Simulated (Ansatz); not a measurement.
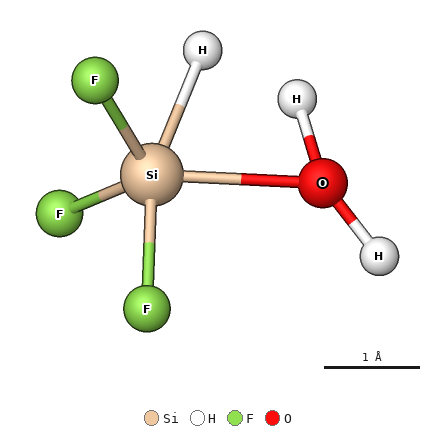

*The structure as given in the input (ball-and-stick view, seen at a tilt).*

Bond lengths as drawn: F–Si 1.61 to 1.63 Å, H–O 0.97 to 1.15 Å, H–Si 1.69 Å and O–Si 1.81 Å.

## Frequency calculation, with input and output: SiH$_{3}$OF$_{3}$

- system: SiH$_{3}$OF$_{3}$
- method: RKS B3LYP/def2-SVP (Ansatz 0.2.0)

It belongs to a series of runs on one base structure; here: vibrations at the highest image of the band.

Input file:
```yaml
crystal:
  periodic: [false, false, false]
  atoms:
    - { symbol: Si, position_ang: [-0.269346, 0.031526, -0.119087] }
    - { symbol: H, position_ang: [-0.060494, 0.75759, 1.389536] }
    - { symbol: F, position_ang: [1.154447, -0.70353, 0.085682] }
    - { symbol: F, position_ang: [-0.25817, 1.468701, -0.844228] }
    - { symbol: F, position_ang: [-0.833575, -0.895937, -1.332822] }
    - { symbol: O, position_ang: [-1.702718, -0.354617, 0.908284] }
    - { symbol: H, position_ang: [-2.284193, -1.136235, 0.915398] }
    - { symbol: H, position_ang: [-1.007953, 0.202802, 1.631137] }
basis:
  gaussian: { orbitals: def2-SVP }
hamiltonian:
  xc: b3lyp
phonons: {}
```

Hardware: 2 threads of Arm Neoverse V1, 24 GiB of memory available, shared host.

Command:
```bash
ansatz run input.yaml --threads 2 --pin off --max-ram 3072MiB --backend cpu --events-out ev --progress --plain --runs-dir out
```

Log:
```
Engine: ansatz 0.2.0, aarch64-unknown-linux-gnu
Functional definition: B3LYP
  parameter a0 = 0.2
  parameter ax = 0.72
  parameter ac = 0.81
  exchange = (1 - a0 - ax)*slater_x + ax*b88_x + a0*exact_x
  correlation = (1 - ac)*vwn_rpa_c + ac*lyp_c
887 factors; integrals over basis functions are off by at most 3.4e-4 eV
mean field evaluation 1: about -18111.2424 eV, gradient 6.4e1 eV
mean field evaluation 2: about -18103.3233 eV, gradient 9.6e1 eV
mean field evaluation 4: about -18117.4492 eV, gradient 3.0e0 eV
mean field evaluation 8: about -18117.4776 eV, gradient 3.2e-2 eV
mean field -18117.47762195 eV, -665.8050221393 hartree, gradient 2.6e-5 eV, S^2 0.000000; 0 other end points of the search recorded, 0 dependent functions left out
the calculation of the forces begins
reference -18117.47781941 eV, -665.8050293957 hartree; 26, 26 occupied and 63, 63 virtual orbitals, 887 factors
these checks for a lower state are left out or cut short: stability, starts, cluster_reference, orbital_swaps, neighbouring_geometries, increment
887 factors; integrals over basis functions are off by at most 3.4e-4 eV
mean field evaluation 16: about -18117.4626 eV, gradient 2.3e-1 eV
mean field -18117.47752045 eV, -665.8050184092 hartree, gradient 1.2e-6 eV, S^2 0.000000; 0 other end points of the search recorded, 0 dependent functions left out
[... from here on the field's lines of each further geometry are left out, up to the last ...]
the calculation of the forces begins
reference -18117.47771590 eV, -665.8050255919 hartree; 26, 26 occupied and 63, 63 virtual orbitals, 887 factors
these checks for a lower state are left out or cut short: stability, starts, cluster_reference, orbital_swaps, neighbouring_geometries, increment
887 factors; integrals over basis functions are off by at most 3.4e-4 eV
mean field -18117.47763937 eV, -665.8050227793 hartree, gradient 1.1e-6 eV, S^2 0.000000; 0 other end points of the search recorded, 0 dependent functions left out
the calculation of the forces begins
reference -18117.47783680 eV, -665.8050300347 hartree; 26, 26 occupied and 63, 63 virtual orbitals, 887 factors
WARN: phonons: modes at or below zero, which the zero-point energy, F, S and C_V leave out: 1, the lowest at -1359.17 cm⁻¹. A minimum has none, and a first-order saddle one
Total energy: -18117.47781941 eV, -665.8050293957 hartree
Atom 0 at    -0.269346     0.031526    -0.119087 Å, force     0.014443    -0.002355     0.019931 eV/Å
Atom 1 at    -0.060494     0.757590     1.389536 Å, force    -0.016588     0.013162    -0.019445 eV/Å
Atom 2 at     1.154447    -0.703530     0.085682 Å, force    -0.009855    -0.003562     0.006531 eV/Å
Atom 3 at    -0.258170     1.468701    -0.844228 Å, force     0.011931     0.009263    -0.013414 eV/Å
Atom 4 at    -0.833575    -0.895937    -1.332822 Å, force    -0.008915     0.012077    -0.004793 eV/Å
Atom 5 at    -1.702718    -0.354617     0.908284 Å, force     0.021872    -0.006839     0.036956 eV/Å
Atom 6 at    -2.284193    -1.136235     0.915398 Å, force    -0.001099     0.004230    -0.001548 eV/Å
Atom 7 at    -1.007953     0.202802     1.631137 Å, force    -0.011789    -0.025976    -0.024218 eV/Å
Dipole moment:    -0.572935    -0.276495     0.621193 e Å
Vibrations: -1359.17 90.77 198.24 250.37 365.14 376.50 444.29 597.77 659.01 826.90 894.73 957.15 1000.40 1132.90 1265.74 1783.70 2108.55 3727.04 cm⁻¹, zero-point energy 1.033980 eV
```

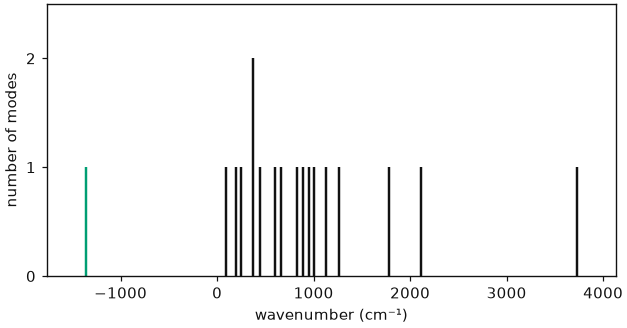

*Harmonic vibrational wavenumbers from the force constants; neighbouring modes closer than 23 cm⁻¹ are counted in one stick, and imaginary ones are drawn at negative wavenumbers.*

18 modes from 1359i to 3727 cm⁻¹, 1 imaginary beyond 8i (1359i cm⁻¹): a first-order saddle point, if the geometry is stationary.

Key numbers:

| quantity | value |
| --- | --- |
| outcome | converged |
| total energy | −18117.4778 eV |
| mean-field energy | −18117.4778 eV |
| largest force (length of the vector) | 0.043 eV/Å |
| wall time | 56 s (CPU time 1.8 min) |
| peak memory | 0.17 GiB |
